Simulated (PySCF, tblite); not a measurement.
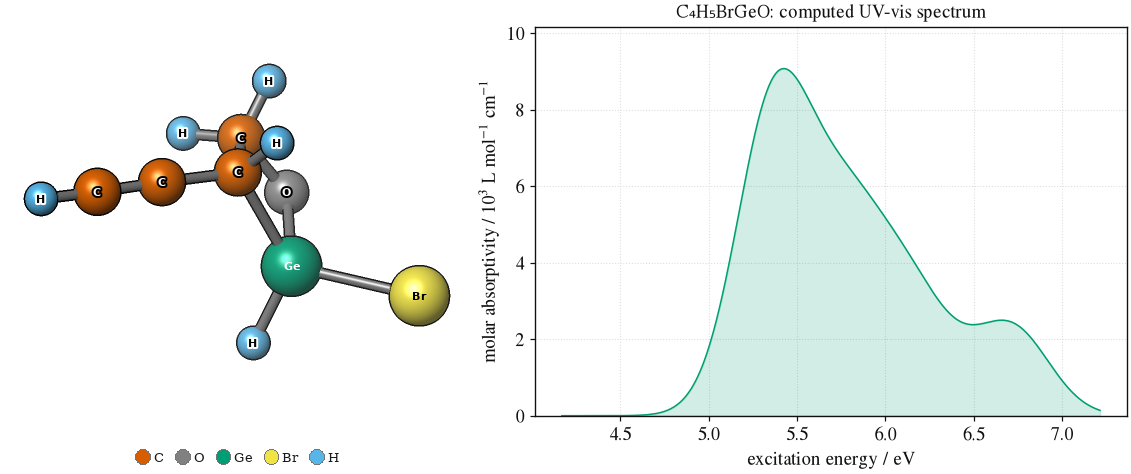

Computed absorption of C₄H₅BrGeO, SMILES C#C[C@@H]1C[O][Ge@H]1[Br], singlet. Vertical TDDFT excitations, CAM-B3LYP/def2-SVPD, PySCF 2.14.0, at a GFN2-xTB geometry (a minimum by its frequencies), gas phase. The lowest 8 singlet states are shown; each is broadened by a Gaussian of 1/e half-width 0.30 eV.

> Where is the maximum of the broadened curve, and how high is it?

At about 5.4 eV (228 nm), with ε near 9100 L mol⁻¹ cm⁻¹.

> Which of the computed transitions is the brightest, and what character does the calculation give it?

S1 at 5.37 eV (231 nm), f = 0.149, mainly HOMO → LUMO (85 %).

> List the transitions behind the spectrum.

| state | E (eV) | λ (nm) | f | main character |
| --- | --- | --- | --- | --- |
| S1 | 5.37 | 231 | 0.149 | HOMO → LUMO (85 %) |
| S2 | 5.66 | 219 | 0.006 | HOMO−1 → LUMO (49 %) |
| S3 | 5.77 | 215 | 0.078 | HOMO−2 → LUMO (44 %) |
| S4 | 6.09 | 204 | 0.045 | HOMO−3 → LUMO (80 %) |
| S5 | 6.22 | 199 | 0.007 | HOMO−4 → LUMO (57 %) |
| S6 | 6.32 | 196 | 0.011 | HOMO → LUMO+3 (32 %) |
| S7 | 6.45 | 192 | 0.001 | HOMO → LUMO+1 (33 %) |
| S8 | 6.71 | 185 | 0.042 | HOMO−1 → LUMO+1 (58 %) |

Known limits of this run: the tight-binding geometry is rougher than a DFT one and adds to the error; spin-orbit coupling is left out, and with Br it can shift these levels and split any degenerate set; core orbitals are frozen in the response.
